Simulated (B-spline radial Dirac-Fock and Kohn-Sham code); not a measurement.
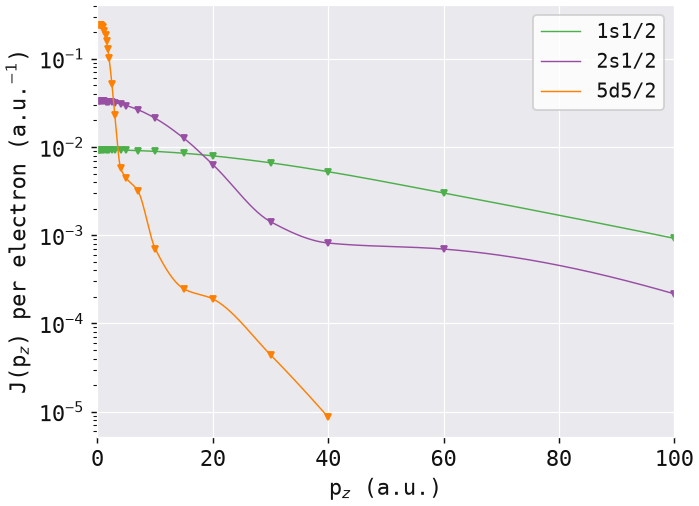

**Figure.** Compton profiles of the subshells 1s1/2, 2s1/2 and 5d5/2, per electron. Species: gold in charge state +3 (Au³⁺) in the configuration [Xe] 4f14 5d7 6s1, which is not the ground configuration. Computed with a radial B-spline solver: the impulse approximation on Dirac–Fock orbitals (average of configuration). Open shells are averaged over j.

1s1/2: J(0) = 0.00929, half width 45 a.u., ⟨p⟩ = 85.2 a.u.; 2s1/2: J(0) = 0.0331, half width 13 a.u., ⟨p⟩ = 30.4 a.u.; 5d5/2: J(0) = 0.244, half width 1.9 a.u., ⟨p⟩ = 2.89 a.u. Of these the tallest at pz = 0 is 5d5/2.
